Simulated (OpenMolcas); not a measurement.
Energy and gradient calculation of SiH2Br2 (part 2 of 2)

The same run, continued: SiH2Br2, SMILES Br[SiH2]Br; B97-2/def2-SVP, UKS (OpenMolcas 26.06). A bond length was changed on purpose from its optimised value.

Geometry of the input (Å):
```
Br -1.4896  -1.1200  0.3316
Si 0.1582  -0.0463  0.0547
Br -0.2956  1.8142  -1.0420
H  1.1034  -0.8432  -0.7517
H  0.7066  0.3146  1.3767
```

Log, continued:
```
          Orbital           11        12        13        14        15        16        17        18        19        20
          Energy          -56.3801   -8.7585   -8.7344   -6.5833   -6.5757   -6.5751   -6.5596   -6.5511   -6.5509   -5.3752
          Occ. No.          1.0000    1.0000    1.0000    1.0000    1.0000    1.0000    1.0000    1.0000    1.0000    1.0000

          Orbital           21        22        23        24        25        26        27        28        29        30
          Energy           -3.7274   -3.7249   -3.7220   -2.6904   -2.6878   -2.6873   -2.6813   -2.6813   -2.6660   -2.6636
          Occ. No.          1.0000    1.0000    1.0000    1.0000    1.0000    1.0000    1.0000    1.0000    1.0000    1.0000

          Orbital           31        32        33        34        35        36        37        38        39        40
          Energy           -2.6633   -2.6567   -2.6567   -0.8403   -0.7831   -0.5467   -0.4105   -0.4103   -0.3999   -0.3281
          Occ. No.          1.0000    1.0000    1.0000    1.0000    1.0000    1.0000    1.0000    1.0000    1.0000    1.0000

          Orbital           41        42        43        44        45        46        47        48        49        50
          Energy           -0.3220   -0.3027   -0.2991    0.0036    0.0337    0.0597    0.0608    0.1755    0.2676    0.2770
          Occ. No.          1.0000    1.0000    1.0000    0.0000    0.0000    0.0000    0.0000    0.0000    0.0000    0.0000

          Orbital           51        52        53        54        55        56        57        58
          Energy            0.2951    0.3033    0.3095    0.3801    0.4471    0.4828    0.4893    0.4925
          Occ. No.          0.0000    0.0000    0.0000    0.0000    0.0000    0.0000    0.0000    0.0000

--

      All orbitals with orbital energies smaller than  E(LUMO)+0.5 are printed

++    Molecular orbitals:
      -------------------

      Title: UKS-DFT orbitals (beta)

      Molecular orbitals for symmetry species 1: a

          Orbital            1         2         3         4         5         6         7         8         9        10
          Energy         -482.8175 -482.7970  -66.1781  -62.5756  -62.5532  -56.4042  -56.4025  -56.4024  -56.3824  -56.3802
          Occ. No.          1.0000    1.0000    1.0000    1.0000    1.0000    1.0000    1.0000    1.0000    1.0000    1.0000

          Orbital           11        12        13        14        15        16        17        18        19        20
          Energy          -56.3801   -8.7585   -8.7344   -6.5833   -6.5757   -6.5751   -6.5596   -6.5511   -6.5509   -5.3752
          Occ. No.          1.0000    1.0000    1.0000    1.0000    1.0000    1.0000    1.0000    1.0000    1.0000    1.0000

          Orbital           21        22        23        24        25        26        27        28        29        30
          Energy           -3.7274   -3.7249   -3.7220   -2.6904   -2.6878   -2.6873   -2.6813   -2.6813   -2.6660   -2.6636
          Occ. No.          1.0000    1.0000    1.0000    1.0000    1.0000    1.0000    1.0000    1.0000    1.0000    1.0000

          Orbital           31        32        33        34        35        36        37        38        39        40
          Energy           -2.6633   -2.6567   -2.6567   -0.8403   -0.7831   -0.5467   -0.4105   -0.4103   -0.3999   -0.3281
          Occ. No.          1.0000    1.0000    1.0000    1.0000    1.0000    1.0000    1.0000    1.0000    1.0000    1.0000

          Orbital           41        42        43        44        45        46        47        48        49        50
          Energy           -0.3220   -0.3027   -0.2991    0.0036    0.0337    0.0597    0.0608    0.1755    0.2676    0.2770
          Occ. No.          1.0000    1.0000    1.0000    0.0000    0.0000    0.0000    0.0000    0.0000    0.0000    0.0000

          Orbital           51        52        53        54        55        56        57        58
          Energy            0.2951    0.3033    0.3095    0.3801    0.4471    0.4828    0.4893    0.4925
          Occ. No.          0.0000    0.0000    0.0000    0.0000    0.0000    0.0000    0.0000    0.0000

--

++    Molecular charges:
      ------------------

      Mulliken charges per centre and basis function type
      ---------------------------------------------------

                            BR1                     SI2                     BR3                     H4                      H5
                     alpha        beta       alpha        beta       alpha        beta       alpha        beta       alpha        beta
      1s           3.9620      3.9620      2.5602      2.5602      3.9786      3.9786      0.5229      0.5229      0.5229      0.5229
      2px          2.7764      2.7764      1.3260      1.3260      2.9451      2.9451      0.0020      0.0020      0.0010      0.0010
      2pz          2.9354      2.9354      1.3964      1.3964      2.9001      2.9001      0.0016      0.0016      0.0036      0.0036
      2py          2.8645      2.8645      1.3063      1.3063      2.7916      2.7916      0.0016      0.0016      0.0007      0.0007
      3d2+         1.0052      1.0052      0.0327      0.0327      1.0037      1.0037      0.0000      0.0000      0.0000      0.0000
      3d1+         1.0041      1.0041      0.0361      0.0361      1.0010      1.0010      0.0000      0.0000      0.0000      0.0000
      3d0          1.0021      1.0021      0.0256      0.0256      1.0018      1.0018      0.0000      0.0000      0.0000      0.0000
      3d1-         1.0019      1.0019      0.0314      0.0314      1.0052      1.0052      0.0000      0.0000      0.0000      0.0000
      3d2-         1.0060      1.0060      0.0415      0.0415      1.0026      1.0026      0.0000      0.0000      0.0000      0.0000
      Total       17.5577     17.5577      6.7562      6.7562     17.6298     17.6298      0.5282      0.5282      0.5282      0.5282
      Total             35.1154                 13.5123                 35.2595                  1.0564                  1.0564

      Charge           -0.1154                  0.4877                 -0.2595                 -0.0564                 -0.0564

      Total electronic charge=   86.000000

      Total            charge=   -0.000000
--

++    Molecular orbitals:
      -------------------

      Title: Natural orbitals

      Molecular orbitals for symmetry species 1: a

          Orbital            1         2         3         4         5         6         7         8         9        10
          Energy         -482.8175 -482.7970  -66.1781  -62.5756  -62.5532  -56.4042  -56.4025  -56.4024  -56.3824  -56.3802
          Occ. No.          2.0000    2.0000    2.0000    2.0000    2.0000    2.0000    2.0000    2.0000    2.0000    2.0000

          Orbital           11        12        13        14        15        16        17        18        19        20
          Energy          -56.3801   -8.7585   -8.7344   -6.5833   -6.5756   -6.5750   -6.5593   -6.5506   -6.5482   -5.3703
          Occ. No.          2.0000    2.0000    2.0000    2.0000    2.0000    2.0000    2.0000    2.0000    2.0000    2.0000

          Orbital           21        22        23        24        25        26        27        28        29        30
          Energy           -3.7171   -3.6954   -3.5838   -2.7245   -2.7123   -2.6553   -2.6911   -2.6698   -2.6669   -2.6724
          Occ. No.          2.0000    2.0000    2.0000    2.0000    2.0000    2.0000    2.0000    2.0000    2.0000    2.0000

          Orbital           31        32        33        34        35        36        37        38        39        40
          Energy           -2.6626   -2.6542   -2.6649   -0.8933   -0.4507   -0.4052   -0.4420   -0.3451   -0.7632   -0.3869
          Occ. No.          2.0000    2.0000    2.0000    2.0000    2.0000    2.0000    2.0000    2.0000    2.0000    2.0000

          Orbital           41        42        43        44        45        46        47        48        49        50
          Energy           -0.3361   -0.3824   -0.3852    0.0691    0.1980    0.2886    0.4049    0.5912    0.4342    0.6313
          Occ. No.          2.0000    2.0000    2.0000    0.0000    0.0000    0.0000    0.0000    0.0000    0.0000    0.0000

          Orbital           51        52        53        54        55        56        57        58        59        60
          Energy            0.5362    0.5639    0.4712    1.0814    1.0911    1.8478    1.7032    1.8034    1.1510    1.2240
          Occ. No.          0.0000    0.0000    0.0000    0.0000    0.0000    0.0000    0.0000    0.0000    0.0000    0.0000

          Orbital           61        62        63        64        65        66        67        68        69        70
          Energy            1.5142    1.4747    1.0670    2.1168    1.0043    1.4614    1.2200    1.0598    1.7616    0.9852
          Occ. No.          0.0000    0.0000    0.0000    0.0000    0.0000    0.0000    0.0000    0.0000    0.0000    0.0000

          Orbital           71        72        73        74        75        76        77        78        79        80
          Energy            0.5441    1.3785    0.7712    1.3958    1.2119    1.0361    1.7599    1.5431    2.1179    1.9681
          Occ. No.          0.0000    0.0000    0.0000    0.0000    0.0000    0.0000    0.0000    0.0000    0.0000    0.0000

          Orbital           81        82        83        84        85        86        87        88
          Energy            2.5593    1.4819    1.3942    1.3317    2.4952    1.4771    2.2976    1.8521
          Occ. No.          0.0000    0.0000    0.0000    0.0000    0.0000    0.0000    0.0000    0.0000

--

++    Molecular properties:
      ---------------------

      Charge (e):
                      =   -0.0000
      Dipole Moment (debye):
      Origin of the operator (angstrom)=   -0.7168    0.2819   -0.2870
                   X=  3.2697E-01               Y= -9.5279E-01               Z=  5.7927E-01           Total=  1.1620E+00
      Quadrupole Moment (debye*angstrom):
      Origin of the operator (angstrom)=   -0.7168    0.2819   -0.2870
                  XX= -4.9045E+01              XY= -4.1156E-01              XZ=  4.6495E-01              YY= -5.0410E+01
                  YZ= -3.7434E-02              ZZ= -5.0231E+01
      In traceless form (debye*angstrom)
                  XX=  1.2756E+00              XY= -6.1735E-01              XZ=  6.9742E-01              YY= -7.7226E-01
                  YZ= -5.6151E-02              ZZ= -5.0334E-01
--

--- Stop Module: scf /rc=_RC_ALL_IS_WELL_ ---
--- Module scf spent 15 seconds ---

--- Start Module: alaska ---

                                              &ALASKA

                       available to each process: 1.9 GB of memory, 1 thread

                     Threshold for contributions to the gradient: 1.000E-07

                    ********************************************
                    * Symmetry Adapted Cartesian Displacements *
                    ********************************************

           Irreducible representation : a
           Basis function(s) of irrep: x, y, xy, Rz, z, xz, Ry, yz, Rx, I

 Basis Label        Type   Center Phase
   1   BR1          x         1     1
   2   BR1          y         1     1
   3   BR1          z         1     1
   4   SI2          x         2     1
   5   SI2          y         2     1
   6   SI2          z         2     1
   7   BR3          x         3     1
   8   BR3          y         3     1
   9   BR3          z         3     1
  10   H4           x         4     1
  11   H4           y         4     1
  12   H4           z         4     1
  13   H5           x         5     1
  14   H5           y         5     1
  15   H5           z         5     1

                     No automatic utilization of translational and rotational invariance of the energy is employed.

 DFT contribution computed for a moving grid.

 Conventional ERI gradients!

 **************************************************
 *              Molecular gradients               *
 **************************************************

  Irreducible representation: a
 ------------------------------------------------------------------------------------------
                              X                       Y                       Z
 ------------------------------------------------------------------------------------------
  BR1               9.79167638393506E-02    6.40288311872155E-02   -1.65755870955735E-02
  SI2              -8.77458511771678E-02   -5.18580341158303E-02    1.18502883853910E-02
  BR3              -5.23879114184389E-04   -8.82286429693835E-03    4.70205497303766E-03
  H4               -5.06533359835437E-03   -9.68401402164254E-04    1.30847859781591E-03
  H5               -4.58169994965196E-03   -2.37953137206182E-03   -1.28523486065824E-03
 ------------------------------------------------------------------------------------------

--- Stop Module: alaska /rc=_RC_ALL_IS_WELL_ ---
--- Module alaska spent 11 seconds ---

.##################.
.# Happy landing! #.
.##################.

    Timing: Wall=34.79 User=30.58 System=3.80
```

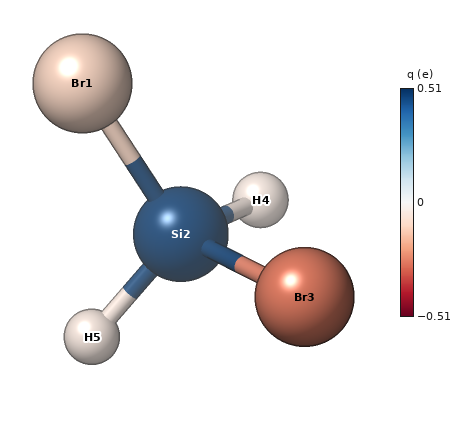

Mulliken charges, as the colour of each atom (ball-and-stick view, seen at a tilt; atoms are numbered from 1 in the order of the input). By element: Br −0.26 to −0.12, Si +0.49 and H −0.06 e.

Key numbers:

```json
{"quantity": "outcome", "value": "converged"}
{"quantity": "total energy", "value": "−5439.721717 hartree"}
{"quantity": "basis functions", "value": "92"}
{"quantity": "largest force", "value": "6.076 eV/Å"}
{"quantity": "HOMO", "value": "−8.14 eV"}
{"quantity": "LUMO", "value": "0.10 eV"}
{"quantity": "dipole moment", "value": "1.16 debye"}
{"quantity": "hardware", "value": "1 thread of Intel Xeon @ 2.50GHz (Skylake/Cascade Lake), 192 GiB of memory available, shared host"}
{"quantity": "wall time", "value": "36 s"}
{"quantity": "peak memory", "value": "0.51 GiB"}
```
